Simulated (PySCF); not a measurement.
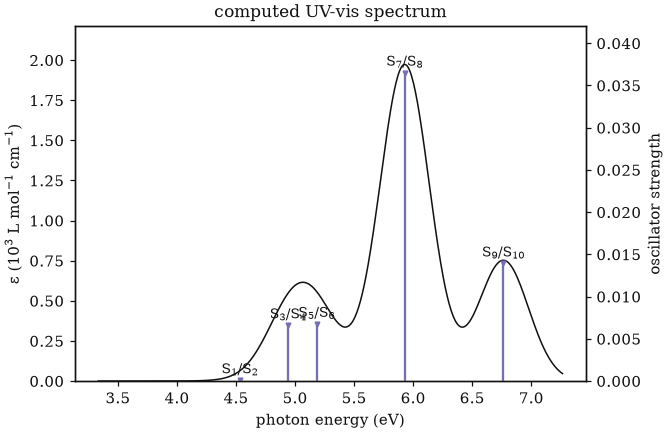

Vertical TDDFT excitations, ωB97X-D/def2-SVPD with PySCF 2.14.0, at a PBE0-D3(BJ)/def2-SVP geometry (no frequency check), gas phase. The lowest 10 singlet states are shown; each is broadened by a Gaussian of 1/e half-width 0.30 eV. Sticks give oscillator strengths (right axis). States within 0.01 eV of each other are merged, with their strengths summed. The highest state may be half of a pair whose partner wasn't computed.

Which molecule gives this spectrum?
A. BeH₂, SMILES [H][Be][H], singlet
B. C₂H₅FSe, SMILES C[Se]CF
C. C₅H₁₁S⁺, SMILES C[S+]1CCCC1
D. ReHO₃, SMILES [H][Re](=[O])(=[O])=[O], singlet

Option D. Its lowest singlet lies at 4.53 eV (f = 0.000) and the brightest of those computed is S7/S8 at 5.93 eV (209 nm), f = 0.037, mainly HOMO−3 → LUMO/LUMO+1.

Note: effective core potentials, which hold scalar relativity, on atoms heavier than Kr; spin-orbit coupling is left out, and with Re it can shift these levels and split any degenerate set; core orbitals are frozen in the response.
